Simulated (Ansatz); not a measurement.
## Electronic structure of F$_{3}$PSi (SMILES FP=[Si](F)F) in real space

| atom | x (Å) | y (Å) | z (Å) |
| --- | --- | --- | --- |
| F | -0.5407 | -1.4883 | -1.6853 |
| F | 0.4752 | 0.6242 | 2.0142 |
| F | -1.7590 | -0.5093 | 1.3524 |
| P | 0.7097 | -0.6871 | -0.9601 |
| Si | -0.2654 | -0.1981 | 0.8444 |

Geometry: B3LYP-D3(BJ)/def2-SVP.

These are results of isolated molecule in a Gaussian basis; Kohn-Sham density functional theory, functional PBE0 (Ansatz 0.2.0), not measurements.

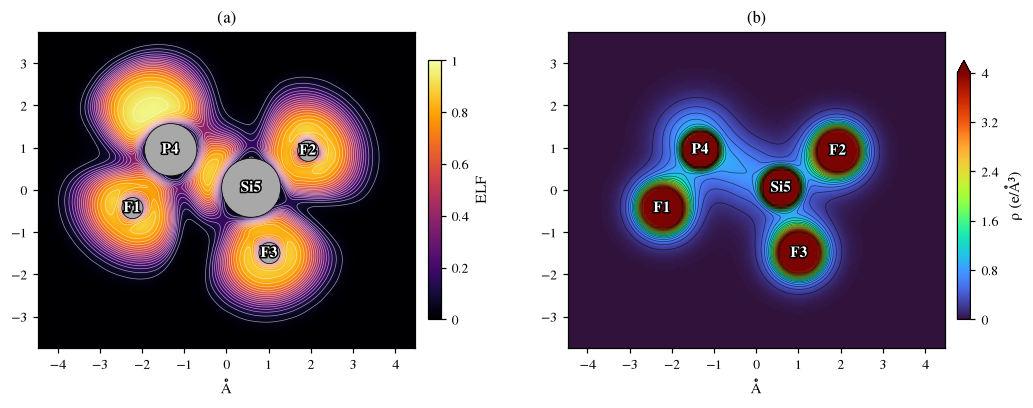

Figure 1. (a) ELF; (b) total electron density on the molecular plane. Grey discs cover the atomic cores in the ELF map.

Read the bonding off the picture.

Atoms in the plane: F, P and Si. Si–F (1.61 Å): the density is about 1.1 e/Å³ at the midpoint; the ELF peaks at about 0.85 in the valence shell of F, 0.6 Å from its nucleus, and is about 0.45 at the midpoint. P–F (1.65 Å): ρ at the midpoint is about 1.2 e/Å³; the ELF peaks at about 0.80 between the atoms, as expected for a shared but strongly polarised pair. Si–P (2.11 Å): ρ is about 0.82 e/Å³ halfway; the ELF peaks at about 0.90 between the atoms (a shared electron pair). The ELF also peaks beside F3, F1, F2 and P4, away from the bonds: lone-pair regions.

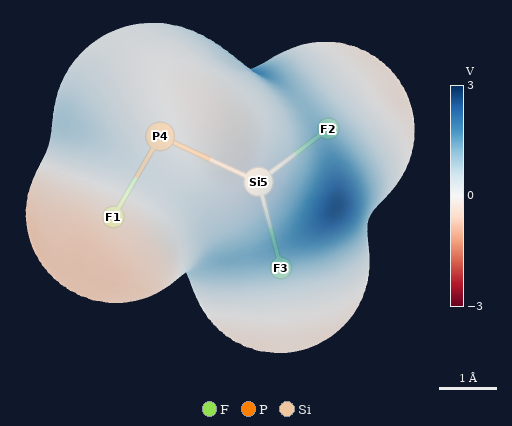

Figure 2. The molecular electrostatic potential painted on the density surface at 0.002 e/bohr³, seen at a tilt; the colour scale runs from red (negative) to blue (positive).

Which sites attract a positive test charge, and which a negative one?

A positive charge is drawn to the negative regions and a negative charge to the positive ones. The most negative region (about −0.7 V, or −16 kcal/mol for a unit charge) lies over F1, the most positive (about +2.6 V, or +60 kcal/mol for a unit charge) over Si5.

What dipole moment does the calculation give?

Its dipole moment is 0.94 D.

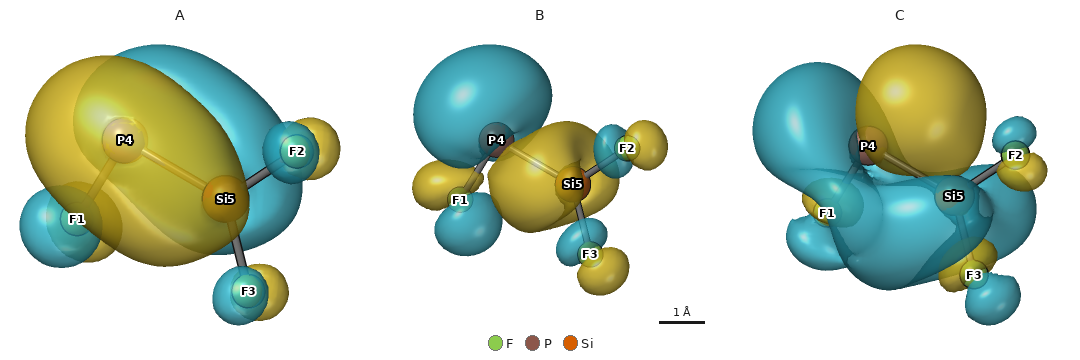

Figure 3. Three frontier orbitals at ±0.06 Å⁻³ᐟ² (yellow and cyan are the two phases), in no order.

Order the three orbitals by energy and name them.

B is the HOMO−1 (−9.01 eV). Its weight (Hirshfeld) is mainly on P4 (about 60 %), Si5 (about 20 %) and F1 (about 15 %); it is symmetric in the molecular plane (an in-plane orbital: σ, lone-pair or in-plane π type). A is the HOMO (−6.91 eV). It lies mainly on P4 (about 60 %), Si5 (about 30 %) and F1 (about 10 %); it changes sign across the molecular plane (π type); π-bonding across P4–Si5. C is the LUMO (−2.30 eV). Its weight (Hirshfeld) is mainly on P4 (about 45 %), Si5 (about 35 %), F1 (about 10 %) and F3 (about 5 %); it is symmetric in the molecular plane (an in-plane orbital: σ, lone-pair or in-plane π type).

What is the HOMO–LUMO gap?

4.61 eV between the orbital energies.
